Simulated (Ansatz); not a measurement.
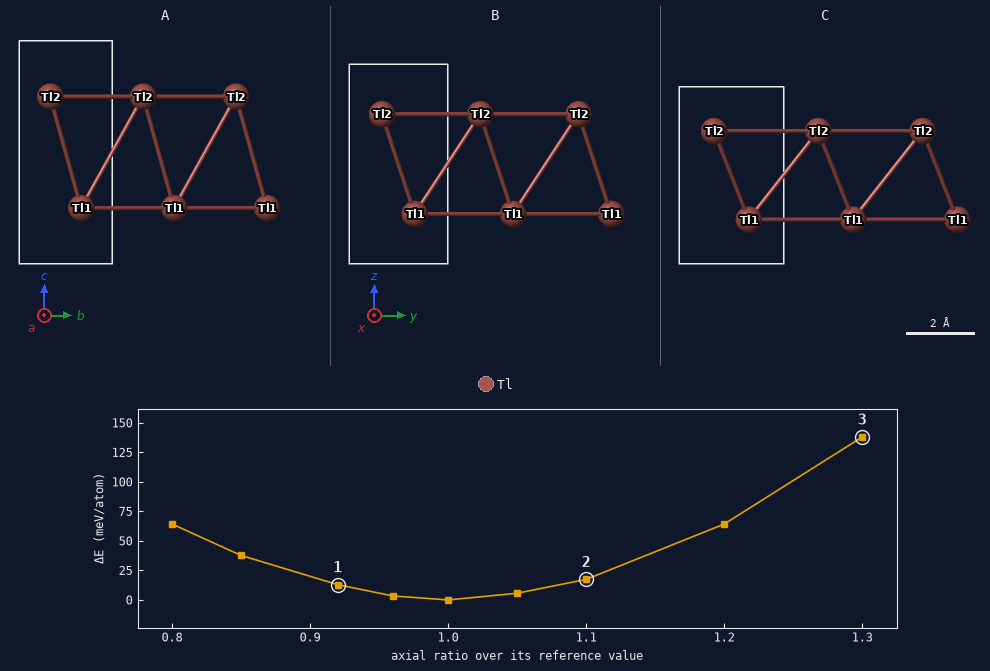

Energy scan for a crystal of Tl (P6_3/mmc), in which the ratio of the cell's length along z to its lengths across, counted as 1 for the reference, is changed at fixed volume (a c/a path), with the atoms kept at their fractional coordinates. x, y and z are the Cartesian axes of the input. The frames are shuffled; the numbered points of the plot belong to them. The picture is a ball-and-stick view of the cell of the calculation, repeated 2 × 3 × 1 with one cell outlined, seen along the a axis.

These are results of Ansatz, DFT PBE, scalar-relativistic, plane waves, PAW, not measurements. Set-up: plane-wave cutoff 420 eV; k-point mesh 18 × 18 × 10; occupations gaussian; smearing width 0.15 eV; no spin polarisation. Energies (free energies at the smearing named) are counted from the cell as listed in its source, which wasn't relaxed.

Which frame belongs to which numbered point?

Answer. Point 1 is frame C (the relative ratio 0.92, 13.0 meV/atom); 2 is frame B (the relative ratio 1.10, 17.4 meV/atom); 3 is frame A (the relative ratio 1.30, 138.1 meV/atom). Of the computed points the lowest is at the relative ratio 1.00, 0.0 meV/atom. At the ends of the scan the energy is 64.3 meV/atom (0.80) and 138.1 meV/atom (1.30). The unrelaxed reference is under a pressure of 3.2 GPa. The distortion keeps the space group P6_3/mmc. At the relative ratio 1.30 the cell of the drawing goes a 3.456 → 3.167 Å, b 3.456 → 3.167 Å, c 5.525 → 6.581 Å.
